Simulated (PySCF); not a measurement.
## Two runs on C6H11BO3

System: C6H11BO3, SMILES CC(C)OC1=CO[BH2-][O+]=C1.
Method of the first run: GIAO PBE0/pcSseg-1 NMR shielding, non-relativistic, IEF-PCM acetonitrile (PySCF 2.14.0).

The geometry comes from this level: PBE0-D3(BJ)/def2-SVP. Text and figures count atoms from 1; the logs count them from 0 in places.

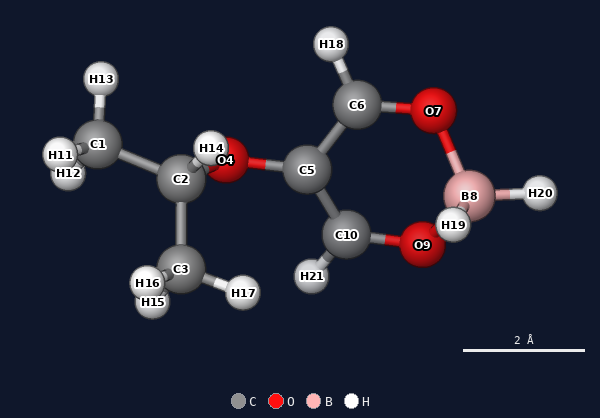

Figure 1. The input geometry (ball-and-stick view, seen at a tilt; atoms are numbered from 1 in the order of the input).

**The input, the first run**
```
{"job": {"kind": "nmr", "xc": "PBE0", "basis": "pcSseg-1", "solvent": "acetonitrile", "pop": true}, "charge": 0, "multiplicity": 1}
C     -2.627112     1.279572    -0.216379
C     -1.407825     0.579431     0.338453
C     -1.737579    -0.705972     1.071653
O     -0.546176     0.329324    -0.781670
C      0.727769    -0.019741    -0.470169
C      1.738503     0.945062    -0.387547
O      2.945463     0.665025    -0.114469
B      3.226465    -0.727180     0.462438
O      2.367109    -1.695384    -0.353397
C      1.176065    -1.337657    -0.609193
H     -3.323954     1.543161     0.592047
H     -3.150771     0.624080    -0.928844
H     -2.336508     2.198398    -0.745113
H     -0.874547     1.261046     1.029925
H     -2.259930    -1.406890     0.401838
H     -2.389132    -0.499993     1.933697
H     -0.828200    -1.194439     1.453390
H      1.512151     1.989383    -0.652445
H      2.798655    -0.737474     1.611003
H      4.393654    -0.996623     0.301743
H      0.505602    -2.093526    -1.045714
```

The first line tells a small driver script what to run in PySCF; the rest is the geometry in Å.

Command:
```bash
OMP_NUM_THREADS=1 python <driver script> task.json out
```

Hardware: 1 CPU thread, shared host.

**Output (the first run)**
```
coarse grid: 17680 points
cycle   1  E = -484.9504385724  dE =  1.600e+00  |g| = 8.973e-01  |ddm| = 4.044e+00
cycle   2  E = -484.6789626121  dE =  2.715e-01  |g| = 1.514e+00  |ddm| = 1.750e+00
cycle   3  E = -485.0988339016  dE = -4.199e-01  |g| = 1.690e-01  |ddm| = 1.186e+00
cycle   4  E = -485.1040573097  dE = -5.223e-03  |g| = 6.975e-02  |ddm| = 1.845e-01
cycle   5  E = -485.1049514798  dE = -8.942e-04  |g| = 1.774e-02  |ddm| = 6.431e-02
cycle   6  E = -485.1050087856  dE = -5.731e-05  |g| = 5.154e-03  |ddm| = 1.712e-02
cycle   7  E = -485.1050141459  dE = -5.360e-06  |g| = 6.885e-04  |ddm| = 3.825e-03
final grid: 171176 points
cycle   8  E = -485.1923794299  dE = -4.170e-05  |g| = 1.582e-02  |ddm| = 3.127e-02
cycle   9  E = -485.1923145819  dE =  6.485e-05  |g| = 2.482e-02  |ddm| = 2.483e-02
cycle  10  E = -485.1924243063  dE = -1.097e-04  |g| = 2.203e-03  |ddm| = 1.622e-02
cycle  11  E = -485.1924253337  dE = -1.027e-06  |g| = 4.057e-04  |ddm| = 1.927e-03
cycle  12  E = -485.1924253594  dE = -2.571e-08  |g| = 1.697e-04  |ddm| = 4.238e-04
cycle  13  E = -485.1924253647  dE = -5.271e-09  |g| = 3.542e-05  |ddm| = 1.593e-04
cycle  14  E = -485.1924253650  dE = -2.888e-10  |g| = 8.196e-06  |ddm| = 4.122e-05
converged SCF energy = -485.1924253650

GIAO shielding tensors (ppm)
atom      isotropic    diamagn.    paramagn.     s11        s22        s33       span
  0 C      160.636     247.847     -87.211    144.020    152.783    185.105     41.084
  1 C      104.160     244.414    -140.254     75.324     80.342    156.813     81.490
  2 C      165.156     250.485     -85.329    147.982    162.512    184.974     36.991
  3 O      244.037     403.763    -159.727    204.649    239.056    288.405     83.756
  4 C       38.637     259.105    -220.467    -47.154     50.255    112.810    159.964
  5 C       -1.910     253.036    -254.946    -98.212    -15.184    107.666    205.878
  6 O       79.142     395.195    -316.053   -160.262     28.336    369.353    529.615
  7 B      103.036     190.574     -87.538     95.523    105.415    108.169     12.646
  8 O       85.533     395.206    -309.673   -148.712     37.093    368.220    516.932
  9 C       -1.301     253.341    -254.642    -95.307    -15.448    106.852    202.159
 10 H       30.013      27.965       2.048     25.853     27.684     36.503     10.650
 11 H       30.019      29.710       0.309     26.821     28.376     34.860      8.038
 12 H       29.665      29.778      -0.113     25.511     27.675     35.809     10.297
 13 H       27.841      33.116      -5.274     25.345     27.335     30.845      5.499
 14 H       30.481      31.281      -0.800     27.601     28.220     35.622      8.021
 15 H       30.264      29.704       0.560     26.019     27.766     37.007     10.988
 16 H       29.654      32.520      -2.866     24.698     29.733     34.530      9.832
 17 H       23.056      29.765      -6.709     19.978     22.278     26.910      6.932
 18 H       28.186      31.418      -3.232     26.187     27.629     30.741      4.553
 19 H       27.611      29.318      -1.706     25.055     27.838     29.941      4.886
 20 H       23.199      30.286      -7.087     20.323     22.215     27.060      6.738
```

For the second run the input was changed thus:
```diff
-"solvent": "acetonitrile"
-"pop": true
+"solvent": "chloroform"
+"pop": false
```

Predict how the results change.

The total energy of the second run is 2.0 kcal/mol higher: the change of the electrostatic solvation energy at this fixed geometry, without cavity or dispersion terms. The dipole moment goes from 5.71 to 5.43 D. Of all shieldings, the largest change is that of O9, by −5.4 ppm. The number of SCF iterations is the same.

**Output (the second run)**
```
coarse grid: 17680 points
cycle   1  E = -484.9444296454  dE =  1.606e+00  |g| = 9.032e-01  |ddm| = 4.044e+00
cycle   2  E = -484.6504173478  dE =  2.940e-01  |g| = 1.555e+00  |ddm| = 1.809e+00
cycle   3  E = -485.0948051726  dE = -4.444e-01  |g| = 1.803e-01  |ddm| = 1.240e+00
cycle   4  E = -485.1008052180  dE = -6.000e-03  |g| = 7.434e-02  |ddm| = 2.034e-01
cycle   5  E = -485.1018175379  dE = -1.012e-03  |g| = 1.889e-02  |ddm| = 6.972e-02
cycle   6  E = -485.1018836419  dE = -6.610e-05  |g| = 5.256e-03  |ddm| = 1.797e-02
cycle   7  E = -485.1018892222  dE = -5.580e-06  |g| = 7.453e-04  |ddm| = 3.914e-03
final grid: 171176 points
cycle   8  E = -485.1892573554  dE = -4.102e-05  |g| = 1.595e-02  |ddm| = 3.129e-02
cycle   9  E = -485.1891884928  dE =  6.886e-05  |g| = 2.530e-02  |ddm| = 2.541e-02
cycle  10  E = -485.1893028428  dE = -1.143e-04  |g| = 2.358e-03  |ddm| = 1.681e-02
cycle  11  E = -485.1893040200  dE = -1.177e-06  |g| = 4.310e-04  |ddm| = 2.083e-03
cycle  12  E = -485.1893040494  dE = -2.942e-08  |g| = 1.712e-04  |ddm| = 4.530e-04
cycle  13  E = -485.1893040548  dE = -5.424e-09  |g| = 3.690e-05  |ddm| = 1.656e-04
cycle  14  E = -485.1893040551  dE = -3.151e-10  |g| = 8.669e-06  |ddm| = 4.380e-05
converged SCF energy = -485.1893040551

GIAO shielding tensors (ppm)
atom      isotropic    diamagn.    paramagn.     s11        s22        s33       span
  0 C      160.438     247.656     -87.219    143.861    152.670    184.782     40.920
  1 C      104.130     244.412    -140.282     75.285     80.648    156.457     81.172
  2 C      164.972     250.398     -85.426    147.740    162.346    184.831     37.091
  3 O      243.308     403.529    -160.221    204.048    237.878    287.998     83.949
  4 C       38.811     259.374    -220.562    -46.663     50.334    112.763    159.427
  5 C       -1.362     253.013    -254.375    -96.945    -13.981    106.840    203.785
  6 O       73.844     394.975    -321.131   -170.836     22.419    369.950    540.787
  7 B      102.786     190.783     -87.997     95.415    104.820    108.123     12.708
  8 O       80.089     394.987    -314.898   -159.405     30.931    368.740    528.145
  9 C       -0.921     253.306    -254.227    -94.300    -14.492    106.029    200.329
 10 H       30.075      28.012       2.063     25.934     27.762     36.530     10.596
 11 H       29.996      29.664       0.331     26.800     28.349     34.838      8.038
 12 H       29.656      29.743      -0.088     25.510     27.669     35.788     10.278
 13 H       27.925      33.193      -5.268     25.440     27.430     30.905      5.465
 14 H       30.502      31.286      -0.784     27.633     28.242     35.630      7.997
 15 H       30.304      29.738       0.567     26.078     27.809     37.026     10.949
 16 H       29.640      32.475      -2.835     24.700     29.713     34.506      9.805
 17 H       23.147      29.922      -6.775     20.126     22.336     26.979      6.853
 18 H       28.130      31.323      -3.192     26.174     27.578     30.640      4.466
 19 H       27.534      29.181      -1.647     24.968     27.752     29.881      4.914
 20 H       23.284      30.432      -7.149     20.454     22.269     27.128      6.674
```

**The two runs side by side**

```tsv
quantity	the first run	the second run
outcome	converged	converged
total energy (hartree)	−485.192425	−485.189304
HOMO (eV)	−7.07	−7.06
LUMO (eV)	−2.28	−2.31
dipole moment (D)	5.71	5.43
shielding of C1 (ppm)	160.6	160.4
shielding of O4 (ppm)	244.0	243.3
shielding of C6 (ppm)	−1.9	−1.4
shielding of O7 (ppm)	79.1	73.8
shielding of B8 (ppm)	103.0	102.8
shielding of O9 (ppm)	85.5	80.1
shielding of C10 (ppm)	−1.3	−0.9
SCF iterations	14	14
basis functions	225	225
wall time (shared host)	89 s	75 s
```
